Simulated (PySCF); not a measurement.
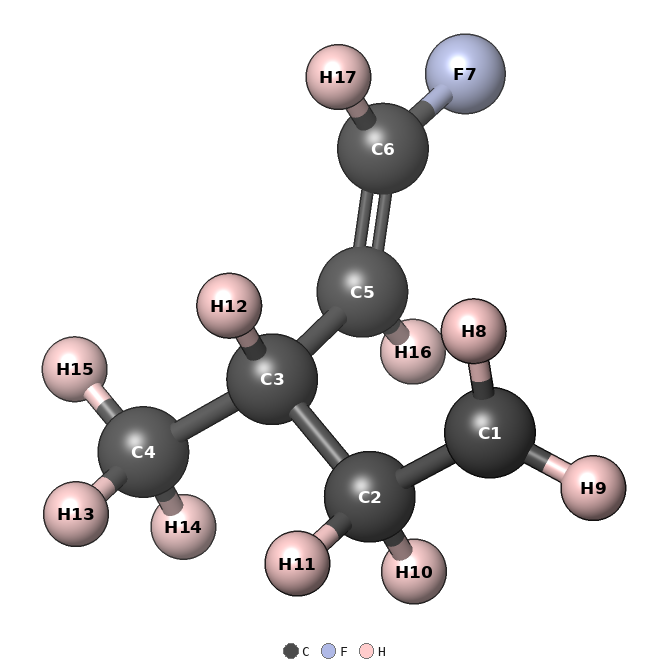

The species is neutral and a spin doublet. The computed structure is the end point of a GFN2-xTB optimisation. No frequency run is at hand to confirm it as a minimum. Method: UKS B3LYP, pcH-1 on C F H, non-relativistic (PySCF 2.14.0). Fermi-contact and spin-dipolar terms alone, no spin-orbit part.

Which nucleus has the largest dipolar (anisotropic) hyperfine coupling?

13C at C1: principal values −82.3, −81.5, 163.8 MHz.

List the isotropic and dipolar parts for the most strongly coupled nuclei, one of each equivalent set.

```
atom  isotope  a_iso (MHz)   dipolar part (MHz)
  C1      13C         89.8  −82.3, −81.5, 163.8
  H8       1H        −63.6    −39.7, −0.3, 40.0
  H9       1H        −64.7    −39.8, −0.1, 39.9
 H10       1H         32.5      −5.1, −4.3, 9.4
 H11       1H        152.6      −6.1, −3.1, 9.3
 H12       1H         −2.0      −3.2, −2.7, 5.9
  C3      13C         25.1      −2.7, −2.3, 5.0
 H16       1H         −0.1      −2.0, −1.9, 4.0
```
